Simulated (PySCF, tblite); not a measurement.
# C3H5F, a complex of two parts: NMR shifts, interaction energy, infrared bands, spin-spin couplings and electronic excitations

What NMR shifts, interaction energy, infrared bands, spin-spin couplings and electronic excitations should one expect for `C#C` with `CF`?

Programs: tblite 0.8.0 and PySCF 2.14.0. All values are calculated, for the isolated system unless a continuum is named. Atoms count from 0, parts from 1.

## (1) The system as given

9 atoms, charge 0, multiplicity 1; geometry: rigid parts in contact. Parts: 1 = atoms 0–3, `C#C`, charge 0; 2 = atoms 4–8, `CF`, charge 0.

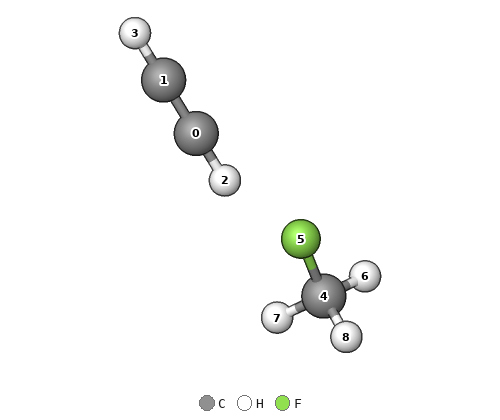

The starting geometry (carbon grey, hydrogen white, fluorine green), atoms numbered.

## (2) Docking the parts with GFN2-xTB

What the job is given:

```
{"job": {"kind": "dock", "xc": "GFN2-xTB", "basis": "xTB"}, "charge": 0, "multiplicity": 1, "parts": [{"atoms": "0-3", "charge": 0, "multiplicity": 1}, {"atoms": "4-8", "charge": 0, "multiplicity": 1}]}
C     -0.580291    -0.005307    -0.139667
C      0.580262     0.005401     0.139779
H     -1.600762    -0.014814    -0.385509
H      1.600791     0.014720     0.385397
C     -5.067004    -0.568077     0.190830
F     -3.775978    -0.134215     0.267621
H     -5.563694    -0.319615     1.129359
H     -5.052448    -1.647223     0.033453
H     -5.545288    -0.060170    -0.647494
```

With the program's defaults for keys left out, this is: GFN2-xTB search for minima from random contacts, gas phase.

Run with:

```bash
$ OMP_NUM_THREADS=1 python cluster_run.py task.json out
```

One launch serves the whole session: the jobs run in the order shown.

**Question.** The jobs that follow are: PBE0-D3(BJ)/def2-SVPD geometry optimisation, gas phase; GIAO PBE0/pcSseg-2 NMR shielding, non-relativistic, gas phase; wB97M-D3(BJ)/def2-TZVPD interaction energy, counterpoise and uncorrected, gas phase; PBE0-D3(BJ)/def2-TZVPD interaction energy, counterpoise and uncorrected, gas phase; PBE0-D3(BJ)/def2-SVPD harmonic vibrations by differences of gradients, gas phase; B3LYP/pcJ-1 indirect spin-spin coupling, non-relativistic, gas phase; TDDFT CAM-B3LYP/def2-SVPD, vertical, gas phase, core orbitals frozen in the response. Predict: binding energy (GFN2-xTB); point group; rotational constants (main isotopes); shieldings of C, H (PBE0/pcSseg-2); largest proton shift on binding; interaction energy, counterpoise (wB97M-D3(BJ)/def2-TZVPD); superposition error; binding energy (with deformation); strongest single infrared mode (PBE0-D3(BJ)/def2-SVPD); largest coupling of the table (B3LYP/pcJ-1); lowest singlet (CAM-B3LYP/def2-SVPD); brightest single state of those computed; lowest triplet.

As calculated:

| quantity | value |
| --- | --- |
| binding energy (GFN2-xTB) | -1.30 kcal/mol |
| point group | C1 |
| rotational constants (main isotopes) | 24.65, 2.11, 1.97 GHz |
| shieldings of C, H (PBE0/pcSseg-2) | C0 105.1, C1 107.6, C4 109.4, H7 26.9, H8 27.0, H6 27.0, H2 29.1, H3 30.0 ppm and more |
| largest proton shift on binding | H2, +0.87 ppm |
| interaction energy, counterpoise (wB97M-D3(BJ)/def2-TZVPD) | -2.25 kcal/mol |
| superposition error | 0.06 kcal/mol |
| binding energy (with deformation) | -2.24 kcal/mol |
| strongest single infrared mode (PBE0-D3(BJ)/def2-SVPD) | 3392 cm⁻¹ |
| largest coupling of the table (B3LYP/pcJ-1) | ¹J(C,H) C0–H2, 276.0 Hz |
| lowest singlet (CAM-B3LYP/def2-SVPD) | 6.55 eV (189 nm), f = 0.000 |
| brightest single state of those computed | state 5, 8.17 eV, f = 0.109 |
| lowest triplet | 5.32 eV |
| range of the interaction energy over the runs of this table | -2.35 to -2.25 kcal/mol |

What this shows: In the structure that the search hands on, at its xTB geometry, the leading contact, judged by the atoms' radii, is H2···F5 (weak hydrogen bond, 2.47 Å). A later relaxation moves these distances. The start of the PBE0/def2-SVPD relaxation was shaken at random by about 0.01 Å, so part of the energy gained, and of the first lengths quoted, undoes that. Over 28 steps the energy fell by 0.182 eV; of the close pairs, C0–C1 changed most, 1.167 to 1.209 Å. Hydrogens of an XH3 group are listed apart at this fixed geometry; free rotation makes them one line at their mean. On binding (GIAO PBE0/pcSseg-2 NMR shielding, non-relativistic, gas phase), H2 moves most among the protons, 0.87 ppm downfield. A part with a negative deformation was relaxed at another level. No mode is imaginary at PBE0-D3(BJ)/def2-SVPD; the softest lies at 36 cm⁻¹. The interaction energy runs from -2.35 (PBE0-D3(BJ)/def2-TZVPD) to -2.25 kcal/mol (wB97M-D3(BJ)/def2-TZVPD).
